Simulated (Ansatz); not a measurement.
# CuH₆NSi₂: shape, modes and thermochemistry

What shape does CuH₆NSi₂ take? The plan is to relax it, check the end point by its vibrations and derive ideal-gas thermochemistry.

The runs use Ansatz 0.2.0, Gaussian basis; RKS PBE0-D4/def2-TZVP.

Plan: relaxation at PBE-D4/def2-SVP; relaxation at PBE0-D4/def2-TZVP; harmonic vibrations at the same level.

1 further run of the same task is left out (set aside as unsound or not needed).

**1. The starting structure**

SMILES `[SiH3][N]([SiH3])[Cu]`, 10 atoms, charge 0, spin multiplicity 1.

Atoms are counted from 1 here; the program's logs count them from 0.

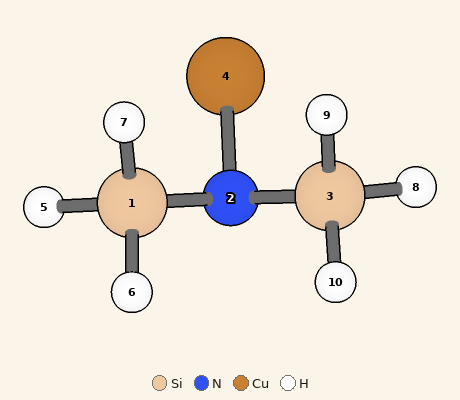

The starting geometry (silicon light orange, nitrogen blue, copper orange, hydrogen white); atoms are numbered from 1 in the order of the file.

The start is a force-field geometry with small random shifts, so a cheaper pass at PBE-D4/def2-SVP comes first.

**2. Relaxation at PBE-D4/def2-SVP (cheap first pass)**

in.yaml

```yaml
crystal:
  periodic: [false, false, false]
  atoms:
    - {symbol: Si, position_ang: [-0.251500, 1.221200, -0.648600]}
    - {symbol: N, position_ang: [-0.795800, -0.410500, -0.257300]}
    - {symbol: Si, position_ang: [0.286700, -0.999300, 1.002300]}
    - {symbol: Cu, position_ang: [-0.592200, -1.583200, -1.910600]}
    - {symbol: H, position_ang: [-1.187200, 1.787400, -1.723000]}
    - {symbol: H, position_ang: [-0.402500, 2.134600, 0.532800]}
    - {symbol: H, position_ang: [1.111100, 1.275300, -1.154700]}
    - {symbol: H, position_ang: [-0.010700, -2.359800, 1.373000]}
    - {symbol: H, position_ang: [1.706800, -0.973400, 0.557500]}
    - {symbol: H, position_ang: [0.218500, -0.143400, 2.231600]}
basis:
  gaussian: {orbitals: def2-SVP}
hamiltonian: {xc: pbe, dispersion: d4}
relax: {f_tol: 0.03, max_steps: 200}
```

Command:

```sh
> ansatz run in.yaml --threads 4 --pin off --events-out ev --progress --plain --max-ram 10444MiB
```

The program printed, shortened:

```text
Functional definition: PBE
  name "PBE"
  cite "Perdew, Burke & Ernzerhof, Phys. Rev. Lett. 77, 3865 (1996) doi:10.1103/PhysRevLett.77.3865"
  parent pbe
[...]
1296 factors; their error is unknown
[...]
mean field -61953.79772912 eV, -2276.7600727529 hartree, gradient 2.7e-5 eV, S^2 0.000000; 0 other end points of the search recorded, 0 dependent functions left out
[...]
reference -61953.79778474 eV, -2276.7600747969 hartree; 35, 35 occupied and 76, 76 virtual orbitals, 1296 factors
relax step   1: F+E_penalty+E_count = -61954.08327559 eV  Δ(F+E_penalty+E_count) = +0.000e0 eV  max|allowed force component| = 1.791e0 eV/Å  Δτ_max = 0.0000 Å  (29 SCF iters, accepted)
[...]
relax step   3: F+E_penalty+E_count = -61954.54172028 eV  Δ(F+E_penalty+E_count) = -1.080e-1 eV  max|allowed force component| = 5.363e-1 eV/Å  Δτ_max = 0.1264 Å  (30 SCF iters, accepted)
[...]
relax step   5: F+E_penalty+E_count = -61954.58401037 eV  Δ(F+E_penalty+E_count) = -7.129e-3 eV  max|allowed force component| = 4.517e-1 eV/Å  Δτ_max = 0.1987 Å  (35 SCF iters, accepted)
[...]
relax step   7: F+E_penalty+E_count = -61954.61188347 eV  Δ(F+E_penalty+E_count) = -4.053e-3 eV  max|allowed force component| = 2.152e-2 eV/Å  Δτ_max = 0.0883 Å  (32 SCF iters, accepted)
[...]
relax step   9: F+E_penalty+E_count = -61954.61447357 eV  Δ(F+E_penalty+E_count) = -1.698e-3 eV  max|allowed force component| = 1.832e-1 eV/Å  Δτ_max = 0.0197 Å  (32 SCF iters, accepted)
[...]
relax step  10: F+E_penalty+E_count = -61954.61636796 eV  Δ(F+E_penalty+E_count) = -1.894e-3 eV  max|allowed force component| = 1.411e-2 eV/Å  Δτ_max = 0.0363 Å  (33 SCF iters, accepted)
1296 factors; their error is unknown
[...]
mean field -61954.33868379 eV, -2276.7799524704 hartree, gradient 1.8e-5 eV, S^2 0.000000; 1 other end points of the search recorded, 0 dependent functions left out
[...]
reference -61954.33873697 eV, -2276.7799544246 hartree; 35, 35 occupied and 76, 76 virtual orbitals, 1296 factors
Total energy: -61954.61642113 eV, -2276.7901591294 hartree
Atom 0 at    -0.288657     1.330699    -0.773216 Å, force     0.009376    -0.000863    -0.003580 eV/Å
Atom 1 at    -0.303076    -0.367367    -0.371944 Å, force    -0.014106    -0.007621    -0.004536 eV/Å
Atom 2 at     0.374440    -1.114571     1.051927 Å, force     0.009448     0.000624    -0.004850 eV/Å
Atom 3 at    -0.523848    -1.485140    -1.789083 Å, force     0.005964     0.007217     0.007355 eV/Å
Atom 4 at    -1.461620     1.683364    -1.656412 Å, force     0.001280     0.000619     0.003509 eV/Å
Atom 5 at    -0.384046     2.135378     0.502579 Å, force    -0.000887     0.000253    -0.003063 eV/Å
Atom 6 at     0.948154     1.803817    -1.508394 Å, force    -0.006392     0.002290     0.000423 eV/Å
Atom 7 at    -0.355558    -2.393614     1.385578 Å, force     0.000446     0.003028     0.001397 eV/Å
Atom 8 at     1.839832    -1.482450     0.945258 Å, force    -0.005504    -0.002343     0.004433 eV/Å
Atom 9 at     0.237579    -0.161216     2.216708 Å, force     0.000375    -0.003203    -0.001087 eV/Å
Dipole moment:    -0.152012    -0.527201    -0.650909 e Å
```

Run time: 15 s. Hardware: 4 threads of Arm Neoverse V2, shared host.

Along the way:

| step | energy from step 1 (eV) | largest force component (eV/Å) |
| --- | --- | --- |
| 1 | 0.0000 | 1.7914 |
| 2 | -0.3505 | 1.0525 |
| 3 | -0.4584 | 0.5363 |
| 4 | -0.4936 | 0.3275 |
| 5 | -0.5007 | 0.4517 |
| 6 | -0.5246 | 0.0359 |
| 7 | -0.5286 | 0.0215 |
| 8 | -0.5295 | 0.0977 |
| 9 | -0.5312 | 0.1832 |
| 10 | -0.5331 | 0.0141 |

The force was under the threshold of 0.03 eV/Å already at step 7, but the program went on to step 10.

Close pairs (by a distance rule), those that changed most:

```csv
bond,before (Å),after (Å),change (Å)
N2–Cu4,2.037,1.818,-0.219
Si3–H8,1.441,1.510,+0.069
Si1–H7,1.455,1.515,+0.060
Si3–H9,1.488,1.515,+0.026
Si1–H5,1.533,1.510,-0.023
Si1–N2,1.764,1.745,-0.019
N2–Si3,1.762,1.745,-0.017
Si3–H10,1.499,1.511,+0.012
```

**3. Relaxation at PBE0-D4/def2-TZVP**

in.yaml

```yaml
crystal:
  periodic: [false, false, false]
  atoms:
    - {symbol: Si, position_ang: [-0.288657, 1.330699, -0.773216]}
    - {symbol: N, position_ang: [-0.303076, -0.367367, -0.371944]}
    - {symbol: Si, position_ang: [0.374440, -1.114571, 1.051927]}
    - {symbol: Cu, position_ang: [-0.523848, -1.485140, -1.789083]}
    - {symbol: H, position_ang: [-1.461620, 1.683364, -1.656412]}
    - {symbol: H, position_ang: [-0.384046, 2.135378, 0.502579]}
    - {symbol: H, position_ang: [0.948154, 1.803817, -1.508394]}
    - {symbol: H, position_ang: [-0.355558, -2.393614, 1.385578]}
    - {symbol: H, position_ang: [1.839832, -1.482450, 0.945258]}
    - {symbol: H, position_ang: [0.237579, -0.161216, 2.216708]}
basis:
  gaussian: {orbitals: def2-TZVP}
hamiltonian: {xc: pbe0, dispersion: d4}
relax: {f_tol: 0.005, max_steps: 150}
```

The command is unchanged.

The program printed, shortened:

```text
Functional definition: PBE0
  name "PBE0"
  cite "Adamo & Barone, J. Chem. Phys. 110, 6158 (1999) doi:10.1063/1.478522"
  cite "Perdew, Burke & Ernzerhof, Phys. Rev. Lett. 77, 3865 (1996) doi:10.1103/PhysRevLett.77.3865"
  parent pbe
[...]
1497 factors; their error is unknown
[...]
mean field -61970.33626073 eV, -2277.3678525792 hartree, gradient 6.4e-5 eV, S^2 0.000000; 0 other end points of the search recorded, 0 dependent functions left out
[...]
reference -61970.33629969 eV, -2277.3678540111 hartree; 35, 35 occupied and 151, 151 virtual orbitals, 1497 factors
relax step   1: F+E_penalty+E_count = -61970.57253546 eV  Δ(F+E_penalty+E_count) = +0.000e0 eV  max|allowed force component| = 5.085e-1 eV/Å  Δτ_max = 0.0000 Å  (32 SCF iters, accepted)
[...]
Atom 0 at    -0.280175     1.309821    -0.751951 Å, force    -0.001724    -0.001372    -0.000466 eV/Å
Atom 1 at    -0.208553    -0.361170    -0.397954 Å, force     0.002811     0.003918     0.004209 eV/Å
Atom 2 at     0.370112    -1.087607     1.037347 Å, force    -0.001871    -0.000744    -0.000971 eV/Å
Atom 3 at    -0.501521    -1.494037    -1.809403 Å, force    -0.000454    -0.001158    -0.001371 eV/Å
Atom 4 at    -1.476340     1.632719    -1.585806 Å, force     0.000570     0.000061    -0.000701 eV/Å
Atom 5 at    -0.361555     2.097424     0.512978 Å, force     0.000605    -0.000095    -0.000232 eV/Å
Atom 6 at     0.898429     1.820830    -1.517289 Å, force    -0.000629     0.000017    -0.000003 eV/Å
Atom 7 at    -0.403699    -2.321984     1.365859 Å, force     0.000684    -0.000436    -0.000306 eV/Å
Atom 8 at     1.802367    -1.511976     0.969993 Å, force    -0.000557    -0.000185     0.000169 eV/Å
Atom 9 at     0.244135    -0.135121     2.179228 Å, force     0.000565    -0.000006    -0.000329 eV/Å
Dipole moment:    -0.194184    -0.613473    -0.751422 e Å
```

Run time: 41 s. Hardware: 4 threads of Arm Neoverse V2, shared host; peak memory 0.61 GiB.

The steps of the relaxation:

```
step  energy from step 1 (eV)  largest force component (eV/Å)
   1                   0.0000                          0.5085
   2                  -0.0457                          0.4014
   3                  -0.0559                          0.0683
   4                  -0.0564                          0.1156
   5                  -0.0572                          0.0194
   6                  -0.0573                          0.0067
   7                  -0.0573                          0.0025
   8                  -0.0573                          0.0062
   9                  -0.0573                          0.0059
  10                  -0.0573                          0.0037
  11                  -0.0573                          0.0014
  12                  -0.0573                          0.0042
```

The force was under the threshold of 0.005 eV/Å already at step 7, but the program went on to step 12.

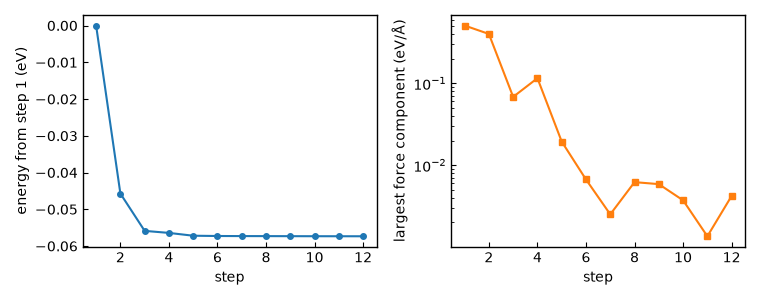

Energy and force, step by step.

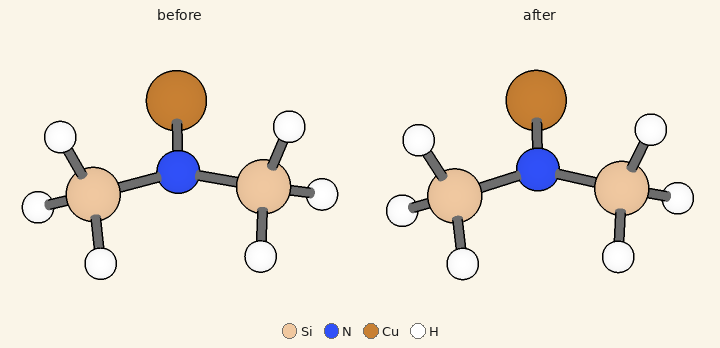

The geometry before (left) and after (right).

Distances of close pairs at the start and the end, largest changes first:

```
   bond  before (Å)  after (Å)  change (Å)
 N2–Si3       1.745      1.710      -0.035
 Si1–N2       1.745      1.710      -0.035
 Si3–H9       1.515      1.495      -0.019
 Si1–H7       1.515      1.495      -0.019
Si3–H10       1.511      1.492      -0.019
 Si1–H6       1.511      1.492      -0.019
 Si1–H5       1.510      1.493      -0.017
 Si3–H8       1.510      1.493      -0.017
```

Mulliken charges at the end point, from the run's report:

| atom | value (e) |
| --- | --- |
| Si1 | 0.22 |
| N2 | -0.51 |
| Si3 | 0.22 |
| Cu4 | 0.38 |
| H5 | -0.06 |
| H6 | -0.04 |
| H7 | -0.06 |
| H8 | -0.06 |
| H9 | -0.06 |
| H10 | -0.04 |

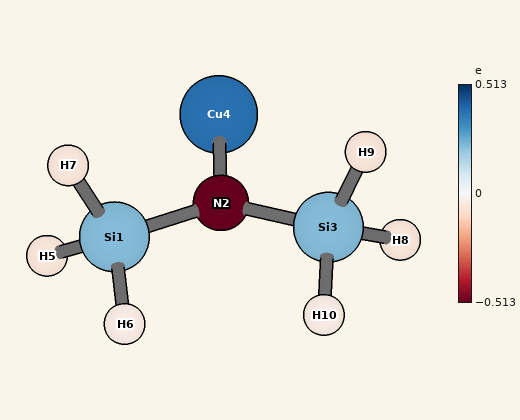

Mulliken charges at the end point, from the run's report, as colours on the atoms.

**4. Harmonic vibrations**

in.yaml

```yaml
crystal:
  periodic: [false, false, false]
  atoms:
    - {symbol: Si, position_ang: [-0.280175, 1.309821, -0.751951]}
    - {symbol: N, position_ang: [-0.208553, -0.361170, -0.397954]}
    - {symbol: Si, position_ang: [0.370112, -1.087607, 1.037347]}
    - {symbol: Cu, position_ang: [-0.501521, -1.494037, -1.809403]}
    - {symbol: H, position_ang: [-1.476340, 1.632719, -1.585806]}
    - {symbol: H, position_ang: [-0.361555, 2.097424, 0.512978]}
    - {symbol: H, position_ang: [0.898429, 1.820830, -1.517289]}
    - {symbol: H, position_ang: [-0.403699, -2.321984, 1.365859]}
    - {symbol: H, position_ang: [1.802367, -1.511976, 0.969993]}
    - {symbol: H, position_ang: [0.244135, -0.135121, 2.179228]}
basis:
  gaussian: {orbitals: def2-TZVP}
hamiltonian: {xc: pbe0, dispersion: d4}
phonons: {temperatures: {t_min: 298.15, t_max: 900, t_step: 200}}
```

Launched as before.

The program printed, shortened:

```text
Functional definition: PBE0
  name "PBE0"
  cite "Adamo & Barone, J. Chem. Phys. 110, 6158 (1999) doi:10.1063/1.478522"
  cite "Perdew, Burke & Ernzerhof, Phys. Rev. Lett. 77, 3865 (1996) doi:10.1103/PhysRevLett.77.3865"
  parent pbe
[...]
1497 factors; their error is unknown
[...]
mean field -61970.39187157 eV, -2277.3698962398 hartree, gradient 5.6e-5 eV, S^2 0.000000; 0 other end points of the search recorded, 0 dependent functions left out
[...]
reference -61970.39190996 eV, -2277.3698976506 hartree; 35, 35 occupied and 151, 151 virtual orbitals, 1497 factors
[...]
1497 factors; their error is unknown
mean field -61970.39177174 eV, -2277.3698925711 hartree, gradient 1.3e-6 eV, S^2 0.000000; 0 other end points of the search recorded, 0 dependent functions left out
[...]
reference -61970.39181013 eV, -2277.3698939820 hartree; 35, 35 occupied and 151, 151 virtual orbitals, 1497 factors
[...]
Atom 2 at     0.370112    -1.087607     1.037347 Å, force    -0.001876    -0.000745    -0.000982 eV/Å
Atom 3 at    -0.501521    -1.494037    -1.809403 Å, force    -0.000458    -0.001164    -0.001377 eV/Å
Atom 4 at    -1.476340     1.632719    -1.585806 Å, force     0.000571     0.000060    -0.000700 eV/Å
Atom 5 at    -0.361555     2.097424     0.512978 Å, force     0.000605    -0.000088    -0.000225 eV/Å
Atom 6 at     0.898429     1.820830    -1.517289 Å, force    -0.000635     0.000016     0.000001 eV/Å
Atom 7 at    -0.403699    -2.321984     1.365859 Å, force     0.000688    -0.000432    -0.000304 eV/Å
Atom 8 at     1.802367    -1.511976     0.969993 Å, force    -0.000560    -0.000184     0.000171 eV/Å
Atom 9 at     0.244135    -0.135121     2.179228 Å, force     0.000565    -0.000007    -0.000329 eV/Å
Dipole moment:    -0.194184    -0.613472    -0.751420 e Å
Vibrations: 48.74 72.54 112.63 122.56 143.72 411.55 643.13 675.72 705.16 707.52 867.96 930.95 934.44 951.45 968.41 971.75 1001.56 1062.58 2160.76 2163.48 2177.69 2182.98 2184.21 2195.85 cm⁻¹, zero-point energy 1.512442 eV
```

Wall time 2.2 min (4 threads of Arm Neoverse V2, shared host); peak memory 0.61 GiB.

Motions are named by where the mode's potential energy lies. Wavenumbers, unscaled:

| mode | cm⁻¹ | motion |
| --- | --- | --- |
| 1 | 49 | torsion |
| 2 | 73 | torsion |
| 3 | 113 | bend |
| 4 | 123 | torsion |
| 5 | 144 | bend |
| 6 | 412 | Cu–N and Si–N stretch |
| 7 | 643 | bend with Si–N stretch |
| 8 | 676 | bend |
| 9 | 705 | bend |
| 10 | 708 | bend |
| 11 | 868 | bend with Si–N stretch |
| 12 | 931 | bend with torsion |
| 13 | 934 | bend with torsion |
| 14 | 951 | bend |
| 15 | 968 | bend with torsion |
| 16 | 972 | bend |
| 17 | 1002 | bend |
| 18 | 1063 | Si–N stretch |
| 19 | 2161 | Si–H stretch |
| 20 | 2163 | Si–H stretch |
| 21 | 2178 | Si–H stretch |
| 22 | 2183 | Si–H stretch |
| 23 | 2184 | Si–H stretch |
| 24 | 2196 | Si–H stretch |

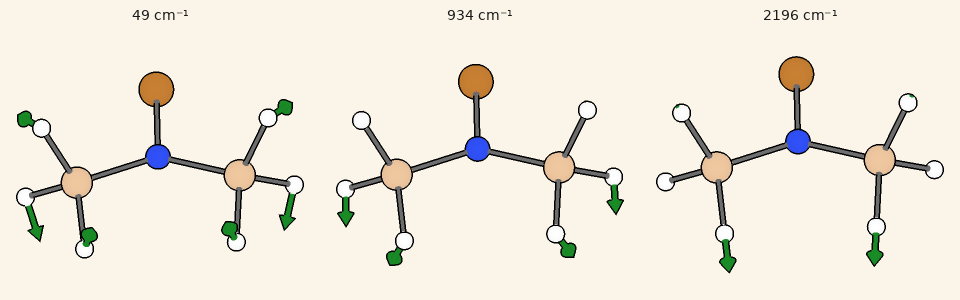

How the atoms move in 3 of the modes.

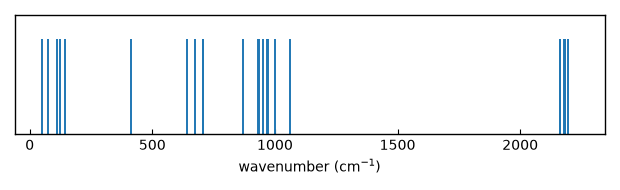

The harmonic wavenumbers as sticks (no intensities were computed).

From these modes and the moments of inertia (298.15 K, 1 bar, symmetry number 1):

```
                term            value
   zero-point energy    34.9 kcal/mol
          H(298) − E    40.3 kcal/mol
entropy, translation  170.5 J/(mol K)
   entropy, rotation  117.0 J/(mol K)
  entropy, vibration   88.4 J/(mol K)
      entropy, total  375.8 J/(mol K)
```

**5. Results**

```
                  quantity            value
               point group               Cs
                     steps          10 + 12
shift from the start (rms)          0.407 Å
              total energy   -61970.6299 eV
           dispersion term         -238 meV
             dipole moment           4.75 D
lowest, highest wavenumber    49, 2196 cm⁻¹
         zero-point energy    34.9 kcal/mol
       entropy at 298.15 K  375.8 J/(mol K)
```

In words: The relaxed geometry lies 0.41 Å (rms) from the start; the bond that changed most is N2–Cu4, from 2.037 to 1.833 Å. All wavenumbers are real, so the end point is a minimum. The stiffest mode, 2196 cm⁻¹, is an Si–H stretch, and 5 modes under 200 cm⁻¹ make the vibrational entropy uncertain. Harmonic hybrid wavenumbers usually lie a few per cent above measured fundamentals. The largest Mulliken charge, -0.51 e, sits on N2.
